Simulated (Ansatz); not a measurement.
```xyz
9

Ge   -0.2094    1.2072   -0.0801
H    -2.0393   -2.4186   -0.3621
H    -1.3560    0.6281   -0.9235
H    -0.7996    1.8853    1.1669
H     0.5531    2.2517   -0.9104
H    -1.4745   -2.4536    0.1252
As    1.2036   -0.6240    0.6497
H     2.3193    0.3216    1.0737
H     1.8029   -0.7978   -0.7392
```

The product side of a reaction path; geometry: PBE0-D4/def2-TZVP.

Theory: RKS PBE0-D4/def2-TZVPP in Ansatz.

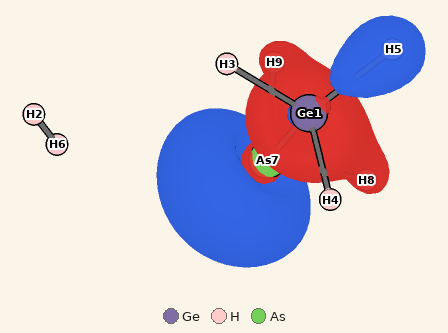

AsGeH5···H2. The HOMO at ±0.15 Å⁻³ᐟ² (red and blue are the two phases), seen from one side.

Describe this orbital and give its energy.

Its weight (Hirshfeld) is mainly on As7 (about 65 %) and Ge1 (about 20 %). Its energy is −7.49 eV.
